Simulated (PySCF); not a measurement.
**C$_{7}$H$_{10}$N$_{2}$O: density, localisation and related maps**

Input file:

```
{"job": {"kind": "nmr", "xc": "PBE0", "basis": "pcSseg-1"}, "charge": 0, "multiplicity": 1}
C     -2.343181    -1.394330     0.169352
C     -1.382421    -0.220421     0.017462
C     -1.680938     0.877109     1.037048
O     -0.073441    -0.753073     0.218327
C      1.007135    -0.090791    -0.223384
C      2.255974    -0.664341     0.019642
C      3.370530     0.013372    -0.446043
N      3.298902     1.159027    -1.102617
N      2.141489     1.694075    -1.334792
C      1.026678     1.124989    -0.927296
H     -2.261559    -1.808770     1.170707
H     -2.098654    -2.172728    -0.548615
H     -3.363202    -1.061842     0.000980
H     -1.458169     0.180150    -1.003225
H     -2.672907     1.283153     0.860742
H     -1.641923     0.464323     2.042445
H     -0.954760     1.683914     0.967801
H      2.328751    -1.600628     0.549710
H      4.368126    -0.371972    -0.291032
H      0.128421     1.669463    -1.180250
```

Command:

```sh
OMP_NUM_THREADS=1 python probes_run.py task.json out
```

Geometry: GFN2-xTB.

All numbers below come from PySCF, PBE0/pcSseg-1, SCF density, gas phase, non-relativistic.

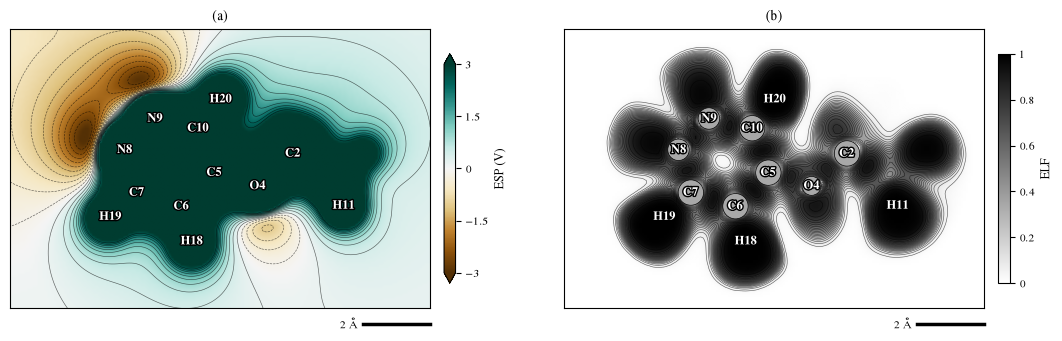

Figure 1. (a) molecular electrostatic potential; (b) ELF on the plane of atoms C5, C10 and H20. Grey discs cover the atomic cores in the ELF map.

Describe what can be read from this map.

Answer.
- Atoms in the plane: C, O, N and H.
- N–N (1.30 Å): the ELF peaks at about 0.90 between the atoms (a covalent bond).
- C–N (1.32 Å): the ELF peaks at about 0.90 between the atoms, as expected for a covalent bond.
- C–O (1.34 Å): the ELF peaks at about 0.90 between the atoms, as expected for a shared but strongly polarised pair.
- C–C (1.39 Å): the ELF peaks at about 0.95 between the atoms: a covalent bond.
- C–H (1.08 Å): the ELF climbs to about 1 towards the hydrogen, as it does in any bond to H (an ordinary covalent bond to hydrogen).
- The ELF also peaks beside O4, N8 and N9, away from the bonds: lone-pair regions.
- Outside the dense part of the molecule the potential is most negative (−3.1 V) near N8.

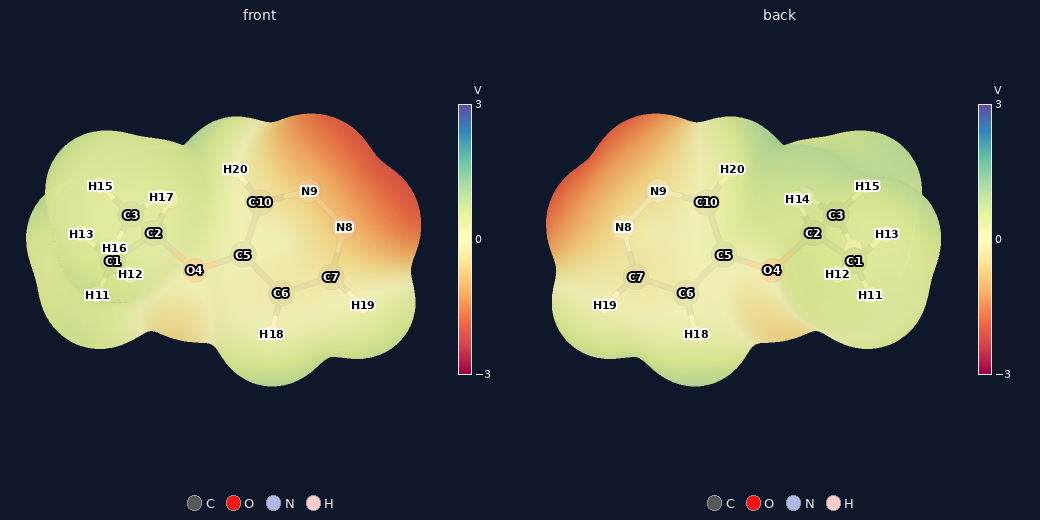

Figure 2. The electrostatic potential painted on the density surface at 0.001 e/bohr³, seen from the front and from behind; red is negative and blue positive.

Where is the surface potential most negative and most positive?

Answer. The most negative region (about −2.0 V) lies over N8 and N9, the most positive (about +1.0 V) over H14 and H20.

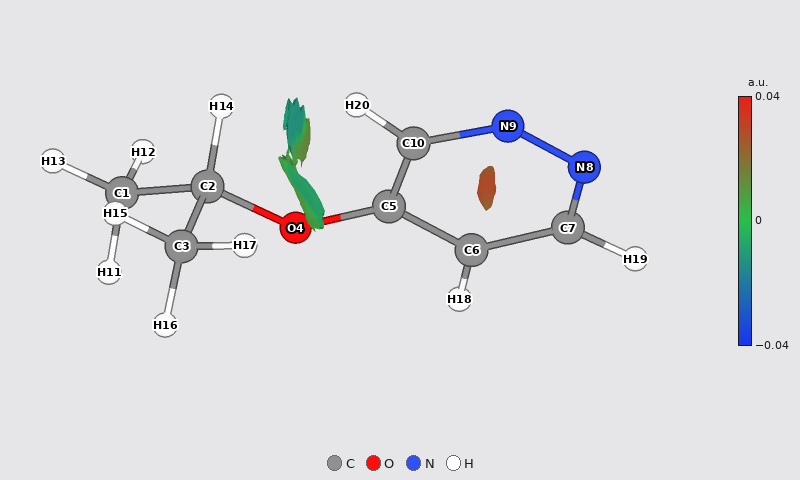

Figure 3. Non-covalent interaction (NCI) plot: the surface where the reduced density gradient is 0.4, for densities under 0.05 a.u., coloured by sign(λ₂)ρ; seen from one side.

What holds or crowds the atoms apart from the covalent bonds?

Answer. Between H14 and C2 on one side and C10 and H20 on the other: a weak contact, attractive (blue-green) on one side and crowded (olive to red) on the other; inside the ring or cage of C5, C6, C7, N8, N9 and C10: steric crowding (red).
